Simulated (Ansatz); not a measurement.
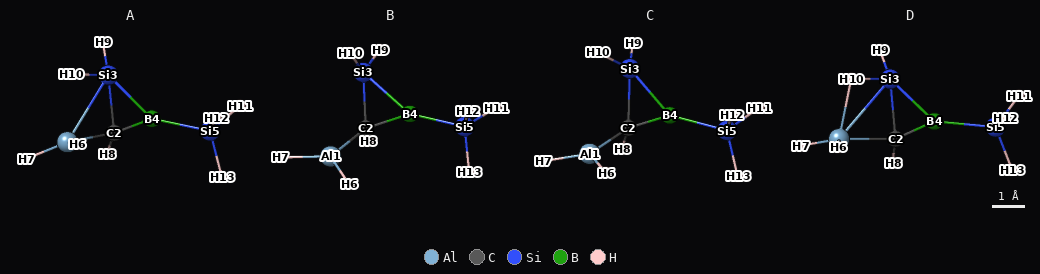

4 geometries from one relaxation of CH₈AlBSi₂ (coarse preliminary run), in shuffled order. The picture is a ball-and-stick view, seen at a tilt.

The start comes from a force field.

Level of theory: Ansatz, RKS PBE-D4/def2-SVP. Set-up: force threshold 0.03 eV/Å; at most 200 steps.

### Order the frames from highest to lowest energy.

B, C, A, D. They are steps 0, 4, 9, 20, at +39.1 kcal/mol, +9.99 kcal/mol, +1.92 kcal/mol relative to the last. Over 18 accepted moves (20 points after the start) the energy falls by 39.1 kcal/mol. The largest force component goes from 3 to 0.025 eV/Å. The line search rejected the trial steps at points 10, 17 of the run. H6 moves most after the best rigid fit: 1.56 Å. Largest moves by element: H 1.56 Å, Al 0.70 Å, Si 0.57 Å, C 0.52 Å, B 0.31 Å. Some distances before and after: Al1–H10 3.365 → 1.995 Å, Al1–Si3 3.179 → 2.604 Å, C2–B4 1.626 → 1.474 Å, C2–Si3 1.791 → 1.939 Å. Bond angles that change, for instance: Al1–C2–Si3 114.1° → 81.9°, Si3–C2–H8 113.5° → 140.9°, B4–Si3–H9 107.2° → 133.9°.
